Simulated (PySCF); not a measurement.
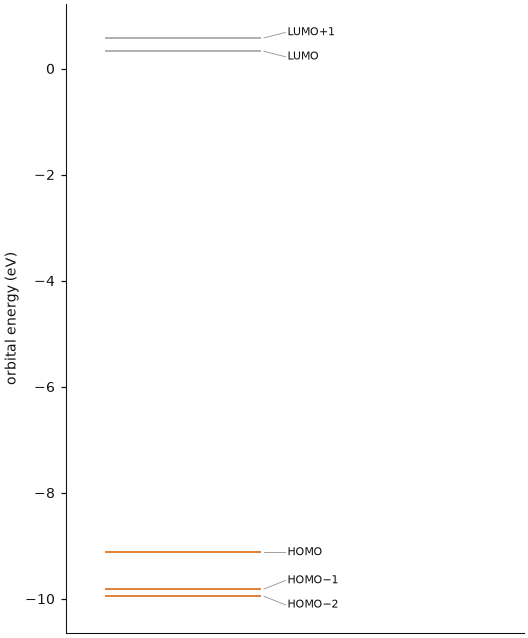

Kohn-Sham orbital energies near the frontier, CAM-B3LYP/def2-SVPD with PySCF 2.14.0, at a GFN2-xTB geometry (no frequency check), isolated molecule; empty levels in grey, levels within 0.03 eV side by side.

> Which molecule has this level scheme?
A. Ge₂Si₂H₈O, SMILES [SiH3][Ge@H]1[SiH2][O][GeH2]1, singlet
B. C₂H₁₄Si₄, SMILES CC[SiH2][SiH2][SiH2][SiH3]
C. C₅H₁₂AlN, SMILES C#[N+][Al@@H-]([CH3])[CH](C)C, singlet
D. C₅H₄OSi, SMILES O=CC#CC#C[SiH3]

Option B. HOMO −9.13 eV, LUMO 0.32 eV, separation 9.45 eV.

Note: the tight-binding geometry is rougher than a DFT one and adds to the error; one conformer of a flexible molecule; empty levels above zero depend strongly on the basis.
